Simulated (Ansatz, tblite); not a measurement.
**AlCl2Br (AlBrCl₂): one state, many levels**

How do method and basis change the picture of AlCl2Br (AlBrCl₂) (singlet)?

Program: Ansatz 0.2.0, Gaussian basis. Level of theory: as each input shows. These are calculated values, not measurements.

The runs, in order: GFN1-xTB, GFN2-xTB, PBE-D4/def2-TZVP, r2SCAN-D4/def2-TZVP, BLYP-D4/def2-TZVP, BHLYP-D4/def2-TZVP, r2SCANh-D4/def2-TZVP, revPBE-D4/def2-TZVP, LDA/def2-TZVP, HF/def2-TZVP, B3LYP-D4/def2-TZVP, PBE-D4/def2-SVP, PBE0-D4/def2-SVP, HF/STO-3G, CCSD(T)/def2-TZVPP, MP2/def2-TZVP, RPA/def2-TZVP.

**1. The geometry**

The singlet was relaxed beforehand with B3LYP-D4/def2-SVP.

4 atoms, charge 0, spin multiplicity 1.

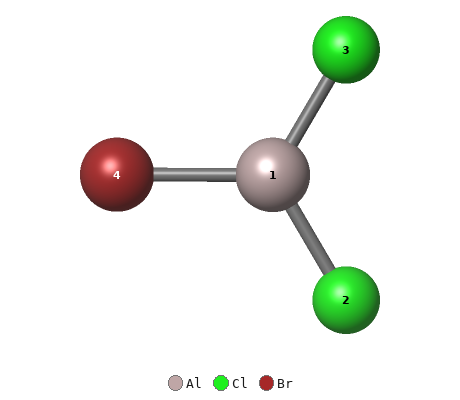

The geometry (aluminium light grey, chlorine green, bromine red); atoms are numbered from 1 in the order of the file.

PBE0-D4/def2-TZVP was run before; its log isn't repeated, and its numbers join the tables.

**2. GFN1-xTB**

Tight binding, by tblite at 300 K electronic temperature and without a spin-polarisation term:

```python
tblite.interface.Calculator('GFN1-xTB', numbers, positions, charge=0, uhf=0).singlepoint()
```

Energy -378.1344 eV, HOMO -12.79 eV, LUMO -7.98 eV; 0.004 s.

**3. GFN2-xTB**

Tight binding, by tblite at 300 K electronic temperature and without a spin-polarisation term:

```python
tblite.interface.Calculator('GFN2-xTB', numbers, positions, charge=0, uhf=0).singlepoint()
```

Energy -393.4324 eV, HOMO -12.18 eV, LUMO -7.90 eV; 0.004 s.

**4. PBE-D4/def2-TZVP**

start.molden holds the orbitals of an earlier run on this state, given as this run's starting guess.

Input file in.yaml:

```yaml
crystal:
  periodic: [false, false, false]
  atoms:
    - {symbol: Al, position_ang: [0.016928, 0.028464, -0.000075]}
    - {symbol: Cl, position_ang: [2.103890, 0.011454, 0.012743]}
    - {symbol: Cl, position_ang: [-0.994317, 1.854095, -0.017716]}
    - {symbol: Br, position_ang: [-1.126502, -1.894014, 0.005058]}
basis:
  gaussian: {orbitals: def2-TZVP, initial_orbitals: start.molden}
hamiltonian: {xc: pbe, dispersion: d4}
scf: {omitted_lower_state_checks: [starts]}
output: {orbitals: {seedname: orbitals}}
```

Command:

```bash
$ ansatz run in.yaml --threads 4 --pin off --events-out ev --progress --plain --max-ram 3916MiB
```

The log of the run:

```text
Functional definition: PBE
  name "PBE"
  cite "Perdew, Burke & Ernzerhof, Phys. Rev. Lett. 77, 3865 (1996) doi:10.1103/PhysRevLett.77.3865"
  parent pbe
  parameter kappa = 0.804
  parameter beta = 0.06672455060314922
  exchange = pbe_x(kappa = kappa, mu = beta*pi^2/3)
  correlation = pbe_c(beta = beta)
these checks for a lower state are left out or cut short: starts
1147 factors; their error is unknown
mean field evaluation 1: about -101670.7266 eV, gradient 1.5e1 eV
mean field evaluation 2: about -101670.8284 eV, gradient 1.5e-1 eV
mean field evaluation 4: about -101670.8016 eV, gradient 2.2e-4 eV
mean field evaluation 8: about -101670.8016 eV, gradient 5.4e-6 eV
mean field -101670.80159975 eV, -3736.3330438465 hartree, gradient 5.4e-6 eV, S^2 0.000000; 0 other end points of the search recorded, 0 dependent functions left out
reference -101670.80163622 eV, -3736.3330451865 hartree; 41, 41 occupied and 118, 118 virtual orbitals, 1147 factors
Total energy: -101670.94892255 eV, -3736.3384578592 hartree
Checks for a lower state left out: starts
```

Run time: 1.1 s. Hardware: 4 threads of Arm Neoverse V2, shared host.

Report: HOMO -7.65 eV, LUMO -2.32 eV.

**5. r2SCAN-D4/def2-TZVP**

in.yaml, as its differences from that of step 4:

```diff
@@ -9,3 +9,3 @@
   gaussian: {orbitals: def2-TZVP, initial_orbitals: start.molden}
-hamiltonian: {xc: pbe, dispersion: d4}
+hamiltonian: {xc: r2scan, dispersion: d4}
 scf: {omitted_lower_state_checks: [starts]}
```

Same command.

The log of the run:

```text
Functional definition: r2SCAN
  name "r2SCAN"
  cite "Furness, Kaplan, Ning, Perdew & Sun, J. Phys. Chem. Lett. 11, 8208 (2020) doi:10.1021/acs.jpclett.0c02405"
  cite "Furness, Kaplan, Ning, Perdew & Sun, J. Phys. Chem. Lett. 11, 9248 (2020) doi:10.1021/acs.jpclett.0c03077"
  parent r2scan
  parameter k0 = 0.174
  parameter k1 = 0.065
  parameter a1 = 4.9479
  exchange = r2scan_x(k0 = k0, k1 = k1, a1 = a1)
  correlation = r2scan_c
these checks for a lower state are left out or cut short: starts
1147 factors; their error is unknown
mean field evaluation 1: about -101692.6796 eV, gradient 1.1e1 eV
mean field evaluation 2: about -101692.7114 eV, gradient 5.9e-2 eV
mean field evaluation 4: about -101692.6804 eV, gradient 6.5e-5 eV
mean field evaluation 8: about -101692.6804 eV, gradient 7.1e-6 eV
mean field -101692.68036594 eV, -3737.1370736739 hartree, gradient 7.1e-6 eV, S^2 0.000000; 0 other end points of the search recorded, 0 dependent functions left out
reference -101692.68037576 eV, -3737.1370740346 hartree; 41, 41 occupied and 118, 118 virtual orbitals, 1147 factors
Total energy: -101692.71266373 eV, -3737.1382605956 hartree
Checks for a lower state left out: starts
```

It took 2.9 s on 4 threads of Arm Neoverse V2, shared host.

From the report: HOMO -8.01 eV, LUMO -1.91 eV.

**6. BLYP-D4/def2-TZVP**

in.yaml, as its differences from that of step 5:

```diff
@@ -9,3 +9,3 @@
   gaussian: {orbitals: def2-TZVP, initial_orbitals: start.molden}
-hamiltonian: {xc: r2scan, dispersion: d4}
+hamiltonian: {xc: {name: BLYP}, dispersion: d4}
 scf: {omitted_lower_state_checks: [starts]}
```

Launched as before.

The log of the run:

```text
Functional definition: BLYP
  name "BLYP"
  cite "Becke, Phys. Rev. A 38, 3098 (1988) doi:10.1103/PhysRevA.38.3098"
  cite "Lee, Yang & Parr, Phys. Rev. B 37, 785 (1988) doi:10.1103/PhysRevB.37.785"
  parameter beta = 0.0042
  parameter a = 0.04918
  parameter b = 0.132
  parameter c = 0.2533
  parameter d = 0.349
  exchange = b88_x(beta = beta)
  correlation = lyp_c(a = a, b = b, c = c, d = d)
these checks for a lower state are left out or cut short: starts
1147 factors; their error is unknown
mean field evaluation 1: about -101695.7141 eV, gradient 1.9e1 eV
mean field evaluation 2: about -101695.9290 eV, gradient 2.6e-1 eV
mean field evaluation 4: about -101695.9013 eV, gradient 5.7e-2 eV
mean field -101695.90132958 eV, -3737.2554419044 hartree, gradient 1.2e-5 eV, S^2 0.000000; 0 other end points of the search recorded, 0 dependent functions left out
reference -101695.90166517 eV, -3737.2554542372 hartree; 41, 41 occupied and 118, 118 virtual orbitals, 1147 factors
Total energy: -101696.20749048 eV, -3737.2666931099 hartree
Checks for a lower state left out: starts
```

It took 1.2 s on 4 threads of Arm Neoverse V2, shared host.

From the report: HOMO -7.45 eV, LUMO -2.23 eV.

**7. BHLYP-D4/def2-TZVP**

in.yaml, as its differences from that of step 6:

```diff
@@ -9,3 +9,3 @@
   gaussian: {orbitals: def2-TZVP, initial_orbitals: start.molden}
-hamiltonian: {xc: {name: BLYP}, dispersion: d4}
+hamiltonian: {xc: {name: BHLYP}, dispersion: d4}
 scf: {omitted_lower_state_checks: [starts]}
```

Launched as before.

The log of the run:

```text
Functional definition: BHLYP
  name "BHLYP"
  cite "Becke, J. Chem. Phys. 98, 1372 (1993) doi:10.1063/1.464304"
  cite "Becke, Phys. Rev. A 38, 3098 (1988) doi:10.1103/PhysRevA.38.3098"
  cite "Lee, Yang & Parr, Phys. Rev. B 37, 785 (1988) doi:10.1103/PhysRevB.37.785"
  parameter a = 0.5
  exchange = (1 - a)*b88_x + a*exact_x
  correlation = lyp_c
these checks for a lower state are left out or cut short: starts
1325 factors; their error is unknown
mean field evaluation 1: about -101694.1455 eV, gradient 1.3e1 eV
mean field evaluation 2: about -101694.2074 eV, gradient 1.2e-1 eV
mean field evaluation 4: about -101695.2788 eV, gradient 6.7e-4 eV
mean field evaluation 8: about -101695.2788 eV, gradient 2.1e-5 eV
mean field -101695.27875718 eV, -3737.2325627908 hartree, gradient 2.1e-5 eV, S^2 0.000000; 0 other end points of the search recorded, 0 dependent functions left out
reference -101695.27892853 eV, -3737.2325690875 hartree; 41, 41 occupied and 118, 118 virtual orbitals, 1325 factors
Total energy: -101695.51403334 eV, -3737.2412090301 hartree
Checks for a lower state left out: starts
```

Wall time 1.9 s (4 threads of Arm Neoverse V2, shared host).

HOMO -10.11 eV, LUMO -0.63 eV.

**8. r2SCANh-D4/def2-TZVP**

in.yaml, as its differences from that of step 7:

```diff
@@ -9,3 +9,3 @@
   gaussian: {orbitals: def2-TZVP, initial_orbitals: start.molden}
-hamiltonian: {xc: {name: BHLYP}, dispersion: d4}
+hamiltonian: {xc: {name: r2SCANh}, dispersion: d4}
 scf: {omitted_lower_state_checks: [starts]}
```

The command is unchanged.

The log of the run:

```text
Functional definition: r2SCANh
  name "r2SCANh"
  cite "Bursch, Neugebauer, Ehlert & Grimme, J. Chem. Phys. 156, 134105 (2022) doi:10.1063/5.0086040"
  cite "Furness, Kaplan, Ning, Perdew & Sun, J. Phys. Chem. Lett. 11, 8208 (2020) doi:10.1021/acs.jpclett.0c02405"
  cite "Furness, Kaplan, Ning, Perdew & Sun, J. Phys. Chem. Lett. 11, 9248 (2020) doi:10.1021/acs.jpclett.0c03077"
  parent r2scan
  parameter a = 0.1
  parameter k0 = 0.174
  parameter k1 = 0.065
  parameter a1 = 4.9479
  exchange = (1 - a)*r2scan_x(k0 = k0, k1 = k1, a1 = a1) + a*exact_x
  correlation = r2scan_c
these checks for a lower state are left out or cut short: starts
1162 factors; their error is unknown
mean field evaluation 1: about -101692.3325 eV, gradient 9.3e0 eV
mean field evaluation 2: about -101692.3609 eV, gradient 4.4e-2 eV
mean field evaluation 4: about -101692.5485 eV, gradient 5.7e-5 eV
mean field evaluation 8: about -101692.5485 eV, gradient 6.8e-6 eV
mean field -101692.54848752 eV, -3737.1322272315 hartree, gradient 6.8e-6 eV, S^2 0.000000; 0 other end points of the search recorded, 0 dependent functions left out
reference -101692.54849653 eV, -3737.1322275626 hartree; 41, 41 occupied and 118, 118 virtual orbitals, 1162 factors
Total energy: -101692.58493048 eV, -3737.1335664852 hartree
Checks for a lower state left out: starts
```

Wall time 3.6 s (4 threads of Arm Neoverse V2, shared host).

From the report: HOMO -8.49 eV, LUMO -1.64 eV.

**9. revPBE-D4/def2-TZVP**

in.yaml, as its differences from that of step 8:

```diff
@@ -9,3 +9,3 @@
   gaussian: {orbitals: def2-TZVP, initial_orbitals: start.molden}
-hamiltonian: {xc: {name: r2SCANh}, dispersion: d4}
+hamiltonian: {xc: {name: revPBE}, dispersion: d4}
 scf: {omitted_lower_state_checks: [starts]}
```

The command is unchanged.

The log of the run:

```text
Functional definition: revPBE
  name "revPBE"
  cite "Zhang & Yang, Phys. Rev. Lett. 80, 890 (1998) doi:10.1103/PhysRevLett.80.890"
  cite "Perdew, Burke & Ernzerhof, Phys. Rev. Lett. 77, 3865 (1996) doi:10.1103/PhysRevLett.77.3865"
  parameter kappa = 1.245
  parameter beta = 0.06672455060314922
  exchange = pbe_x(kappa = kappa, mu = beta*pi^2/3)
  correlation = pbe_c(beta = beta)
these checks for a lower state are left out or cut short: starts
1147 factors; their error is unknown
mean field evaluation 1: about -101683.0662 eV, gradient 1.3e1 eV
mean field evaluation 2: about -101683.1264 eV, gradient 1.0e-1 eV
mean field evaluation 4: about -101683.0994 eV, gradient 1.2e-4 eV
mean field evaluation 8: about -101683.0994 eV, gradient 1.5e-5 eV
mean field -101683.09936478 eV, -3736.7849783753 hartree, gradient 1.5e-5 eV, S^2 0.000000; 0 other end points of the search recorded, 0 dependent functions left out
reference -101683.09941019 eV, -3736.7849800442 hartree; 41, 41 occupied and 118, 118 virtual orbitals, 1147 factors
Total energy: -101683.41501253 eV, -3736.7965782163 hartree
Checks for a lower state left out: starts
```

It took 1.1 s on 4 threads of Arm Neoverse V2, shared host.

HOMO -7.59 eV, LUMO -2.17 eV.

**10. LDA/def2-TZVP**

in.yaml, as its differences from that of step 9:

```diff
@@ -9,3 +9,3 @@
   gaussian: {orbitals: def2-TZVP, initial_orbitals: start.molden}
-hamiltonian: {xc: {name: revPBE}, dispersion: d4}
+hamiltonian: {xc: lda}
 scf: {omitted_lower_state_checks: [starts]}
```

Same command.

The log of the run:

```text
Functional definition: SPW92
  name "SPW92"
  cite "Dirac, Proc. Camb. Phil. Soc. 26, 376 (1930) doi:10.1017/S0305004100016108"
  cite "Slater, Phys. Rev. 81, 385 (1951) doi:10.1103/PhysRev.81.385"
  cite "Perdew & Wang, Phys. Rev. B 45, 13244 (1992) doi:10.1103/PhysRevB.45.13244"
  exchange = slater_x
  correlation = pw_c
these checks for a lower state are left out or cut short: starts
1147 factors; their error is unknown
mean field evaluation 1: about -101488.7458 eV, gradient 3.4e1 eV
mean field evaluation 2: about -101489.1159 eV, gradient 5.0e-1 eV
mean field evaluation 4: about -101489.0895 eV, gradient 5.6e-2 eV
mean field -101489.08951140 eV, -3729.6552477684 hartree, gradient 8.6e-6 eV, S^2 0.000000; 0 other end points of the search recorded, 0 dependent functions left out
reference -101489.08954560 eV, -3729.6552490251 hartree; 41, 41 occupied and 118, 118 virtual orbitals, 1147 factors
Total energy: -101489.08954560 eV, -3729.6552490251 hartree
Checks for a lower state left out: starts
```

Wall time 0.65 s (4 threads of Arm Neoverse V2, shared host).

HOMO -7.81 eV, LUMO -2.63 eV.

**11. HF/def2-TZVP**

in.yaml, as its differences from that of step 10:

```diff
@@ -9,3 +9,3 @@
   gaussian: {orbitals: def2-TZVP, initial_orbitals: start.molden}
-hamiltonian: {xc: lda}
+hamiltonian: {xc: hf}
 scf: {omitted_lower_state_checks: [starts]}
```

Same command.

The log of the run:

```text
Functional definition: HF
  name "HF"
  cite "Fock, Z. Phys. 61, 126 (1930) doi:10.1007/BF01340294"
  parent pbe
  exchange = exact_x
  correlation = 0
these checks for a lower state are left out or cut short: starts
1416 factors; their error is unknown
mean field evaluation 1: about -101593.4234 eV, gradient 4.3e1 eV
mean field evaluation 2: about -101594.1298 eV, gradient 9.9e-1 eV
mean field evaluation 4: about -101596.2931 eV, gradient 1.5e0 eV
mean field -101596.29465284 eV, -3733.5949640499 hartree, gradient 8.8e-6 eV, S^2 0.000000; 0 other end points of the search recorded, 0 dependent functions left out
reference -101596.29465284 eV, -3733.5949640499 hartree; 41, 41 occupied and 118, 118 virtual orbitals, 1416 factors
Total energy: -101596.29465284 eV, -3733.5949640499 hartree
Checks for a lower state left out: starts
```

It took 1.2 s on 4 threads of Arm Neoverse V2, shared host.

Report: HOMO -11.97 eV, LUMO 1.61 eV.

**12. B3LYP-D4/def2-TZVP**

in.yaml, as its differences from that of step 11:

```diff
@@ -9,3 +9,3 @@
   gaussian: {orbitals: def2-TZVP, initial_orbitals: start.molden}
-hamiltonian: {xc: hf}
+hamiltonian: {xc: {name: B3LYP}, dispersion: d4}
 scf: {omitted_lower_state_checks: [starts]}
```

Same command.

The log of the run:

```text
Functional definition: B3LYP
  name "B3LYP"
  cite "Stephens, Devlin, Chabalowski & Frisch, J. Phys. Chem. 98, 11623 (1994) doi:10.1021/j100096a001"
  cite "Becke, Phys. Rev. A 38, 3098 (1988) doi:10.1103/PhysRevA.38.3098"
  cite "Lee, Yang & Parr, Phys. Rev. B 37, 785 (1988) doi:10.1103/PhysRevB.37.785"
  cite "Vosko, Wilk & Nusair, Can. J. Phys. 58, 1200 (1980) doi:10.1139/p80-159"
  parameter a0 = 0.2
  parameter ax = 0.72
  parameter ac = 0.81
  exchange = (1 - a0 - ax)*slater_x + ax*b88_x + a0*exact_x
  correlation = (1 - ac)*vwn_rpa_c + ac*lyp_c
these checks for a lower state are left out or cut short: starts
1198 factors; their error is unknown
mean field evaluation 1: about -101696.9336 eV, gradient 8.6e0 eV
mean field evaluation 2: about -101696.9892 eV, gradient 6.0e-2 eV
mean field evaluation 4: about -101697.4011 eV, gradient 1.0e-4 eV
mean field evaluation 8: about -101697.4011 eV, gradient 1.7e-5 eV
mean field -101697.40108607 eV, -3737.3105569387 hartree, gradient 1.7e-5 eV, S^2 0.000000; 0 other end points of the search recorded, 0 dependent functions left out
reference -101697.40133710 eV, -3737.3105661641 hartree; 41, 41 occupied and 118, 118 virtual orbitals, 1198 factors
Total energy: -101697.64551839 eV, -3737.3195396607 hartree
Checks for a lower state left out: starts
```

Run time: 1.9 s. Hardware: 4 threads of Arm Neoverse V2, shared host.

Report: HOMO -8.68 eV, LUMO -1.74 eV.

**13. PBE-D4/def2-SVP**

in.yaml, as its differences from that of step 12:

```diff
@@ -8,4 +8,4 @@
 basis:
-  gaussian: {orbitals: def2-TZVP, initial_orbitals: start.molden}
-hamiltonian: {xc: {name: B3LYP}, dispersion: d4}
+  gaussian: {orbitals: def2-SVP, initial_orbitals: start.molden}
+hamiltonian: {xc: pbe, dispersion: d4}
 scf: {omitted_lower_state_checks: [starts]}
```

Launched as before.

The log of the run:

```text
Functional definition: PBE
  name "PBE"
  cite "Perdew, Burke & Ernzerhof, Phys. Rev. Lett. 77, 3865 (1996) doi:10.1103/PhysRevLett.77.3865"
  parent pbe
  parameter kappa = 0.804
  parameter beta = 0.06672455060314922
  exchange = pbe_x(kappa = kappa, mu = beta*pi^2/3)
  correlation = pbe_c(beta = beta)
these checks for a lower state are left out or cut short: starts
928 factors; their error is unknown
mean field evaluation 1: about -101651.1707 eV, gradient 1.0e1 eV
mean field evaluation 2: about -101651.3130 eV, gradient 1.5e-1 eV
mean field evaluation 4: about -101651.2224 eV, gradient 1.5e-4 eV
mean field evaluation 8: about -101651.2224 eV, gradient 1.1e-5 eV
mean field -101651.22242366 eV, -3735.6135223962 hartree, gradient 1.1e-5 eV, S^2 0.000000; 0 other end points of the search recorded, 0 dependent functions left out
reference -101651.22245571 eV, -3735.6135235740 hartree; 41, 41 occupied and 45, 45 virtual orbitals, 928 factors
Total energy: -101651.36974204 eV, -3735.6189362468 hartree
Checks for a lower state left out: starts
```

Run time: 0.6 s. Hardware: 4 threads of Arm Neoverse V2, shared host.

Report: HOMO -7.49 eV, LUMO -2.12 eV.

**14. PBE0-D4/def2-SVP**

in.yaml, as its differences from that of step 13:

```diff
@@ -9,3 +9,3 @@
   gaussian: {orbitals: def2-SVP, initial_orbitals: start.molden}
-hamiltonian: {xc: pbe, dispersion: d4}
+hamiltonian: {xc: pbe0, dispersion: d4}
 scf: {omitted_lower_state_checks: [starts]}
```

The command is unchanged.

The log of the run:

```text
Functional definition: PBE0
  name "PBE0"
  cite "Adamo & Barone, J. Chem. Phys. 110, 6158 (1999) doi:10.1063/1.478522"
  cite "Perdew, Burke & Ernzerhof, Phys. Rev. Lett. 77, 3865 (1996) doi:10.1103/PhysRevLett.77.3865"
  parent pbe
  parameter a = 0.25
  parameter kappa = 0.804
  parameter beta = 0.06672455060314922
  exchange = (1 - a)*pbe_x(kappa = kappa, mu = beta*pi^2/3) + a*exact_x
  correlation = pbe_c(beta = beta)
these checks for a lower state are left out or cut short: starts
777 factors; integrals over basis functions are off by at most 1.1e-3 eV
mean field evaluation 1: about -101656.3654 eV, gradient 6.0e0 eV
mean field evaluation 2: about -101656.4317 eV, gradient 6.0e-2 eV
mean field evaluation 4: about -101656.4791 eV, gradient 3.1e-4 eV
mean field evaluation 8: about -101656.4791 eV, gradient 1.5e-5 eV
mean field -101656.47909148 eV, -3735.8067013756 hartree, gradient 1.5e-5 eV, S^2 0.000000; 0 other end points of the search recorded, 0 dependent functions left out
reference -101656.47911546 eV, -3735.8067022567 hartree; 41, 41 occupied and 45, 45 virtual orbitals, 777 factors
Total energy: -101656.60752623 eV, -3735.8114212655 hartree
Checks for a lower state left out: starts
```

It took 0.9 s on 4 threads of Arm Neoverse V2, shared host.

From the report: HOMO -8.88 eV, LUMO -1.31 eV.

**15. HF/STO-3G**

in.yaml, as its differences from that of step 14:

```diff
@@ -8,4 +8,4 @@
 basis:
-  gaussian: {orbitals: def2-SVP, initial_orbitals: start.molden}
-hamiltonian: {xc: pbe0, dispersion: d4}
+  gaussian: {orbitals: STO-3G}
+hamiltonian: {xc: hf}
 scf: {omitted_lower_state_checks: [starts]}
```

Same command.

The log of the run:

```text
Functional definition: HF
  name "HF"
  cite "Fock, Z. Phys. 61, 126 (1930) doi:10.1007/BF01340294"
  parent pbe
  exchange = exact_x
  correlation = 0
these checks for a lower state are left out or cut short: starts
462 factors; integrals over basis functions are off by at most 1.5e-5 eV
mean field evaluation 1: about -100491.6511 eV, gradient 2.4e1 eV
mean field evaluation 2: about -100491.6601 eV, gradient 2.4e1 eV
mean field evaluation 4: about -100494.4272 eV, gradient 5.1e-1 eV
mean field evaluation 8: about -100494.4275 eV, gradient 6.4e-6 eV
mean field -100494.42749216 eV, -3693.1020927675 hartree, gradient 7.3e-6 eV, S^2 0.000000; 0 other end points of the search recorded, 0 dependent functions left out
reference -100494.42749216 eV, -3693.1020927675 hartree; 41, 41 occupied and 4, 4 virtual orbitals, 462 factors
Total energy: -100494.42749216 eV, -3693.1020927675 hartree
Checks for a lower state left out: starts
```

It took 0.15 s on 4 threads of Arm Neoverse V2, shared host.

From the report: HOMO -9.36 eV, LUMO 5.72 eV.

**16. CCSD(T)/def2-TZVPP**

in.yaml, as its differences from that of step 15:

```diff
@@ -8,4 +8,4 @@
 basis:
-  gaussian: {orbitals: STO-3G}
-hamiltonian: {xc: hf}
+  gaussian: {orbitals: def2-TZVPP, initial_orbitals: start.molden}
+correlation: {method: ccsd_t}
 scf: {omitted_lower_state_checks: [starts]}
```

The command is unchanged.

The log of the run:

```text
Functional definition: HF
  name "HF"
  cite "Fock, Z. Phys. 61, 126 (1930) doi:10.1007/BF01340294"
  parent pbe
  exchange = exact_x
  correlation = 0
these checks for a lower state are left out or cut short: starts
1085 factors; integrals over basis functions are off by at most 1.3e-3 eV
mean field evaluation 1: about -101595.3117 eV, gradient 4.3e1 eV
mean field evaluation 2: about -101596.0232 eV, gradient 1.0e0 eV
mean field evaluation 4: about -101596.3051 eV, gradient 9.8e-3 eV
mean field evaluation 8: about -101596.3052 eV, gradient 1.8e-6 eV
mean field -101596.30519672 eV, -3733.5953515306 hartree, gradient 1.3e-6 eV, S^2 0.000000; 0 other end points of the search recorded, 0 dependent functions left out
24 core orbitals not correlated: weight in the atoms' cores, before any rotation towards them, 1.000 or more for the frozen orbitals, at most 0.000 for the correlated occupied ones
reference -101596.30519672 eV, -3733.5953515306 hartree; 17, 17 occupied and 133, 133 virtual orbitals, 1085 factors
second order -19.38989293 eV of doubles, -0.00000000 eV of singles
cycle   1  -19.96090595 eV  change   -5.7e-1 eV  update   7.7e-2
cycle   2  -20.35400688 eV  change   -3.9e-1 eV  update   2.1e-2
cycle   3  -20.40814920 eV  change   -5.4e-2 eV  update   9.7e-3
cycle   4  -20.39698115 eV  change    1.1e-2 eV  update   2.4e-3
cycle   5  -20.39717797 eV  change   -2.0e-4 eV  update   8.4e-4
cycle   6  -20.39702404 eV  change    1.5e-4 eV  update   2.1e-4
cycle   7  -20.39690695 eV  change    1.2e-4 eV  update   6.5e-5
cycle   8  -20.39694192 eV  change   -3.5e-5 eV  update   1.9e-5
perturbative correction -0.80949780 eV, -0.0297484953 hartree
Total energy: -101617.51163644 eV, -3734.3746738160 hartree
Checks for a lower state left out: starts
```

Run time: 6.5 s. Hardware: 4 threads of Arm Neoverse V2, shared host; peak memory 0.87 GiB.

Report: Hartree-Fock HOMO -11.96 eV, LUMO 1.62 eV; T1 0.007.

[end of part 1 of 2]
